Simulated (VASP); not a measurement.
Band structure of TiO2 (rutile). All values below come from PBE GGA with D3 dispersion (zero damping), VASP's PBE PAW potentials (set 64) (plane waves; VASP).

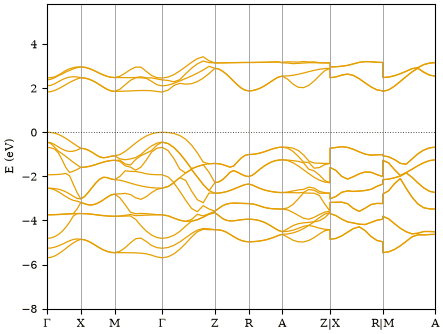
Figure. Bands along high-symmetry lines, zero at the valence-band maximum or, without a gap, the Fermi level

### Question
Read the plot: is there a gap, and where are the band edges?

### Answer
The gap is direct, 1.83 eV, from the valence maximum at Γ to the conduction minimum at Γ. (Edges off the drawn lines would not show.)

The compound is TiO2 in the rutile structure. It was relaxed first.
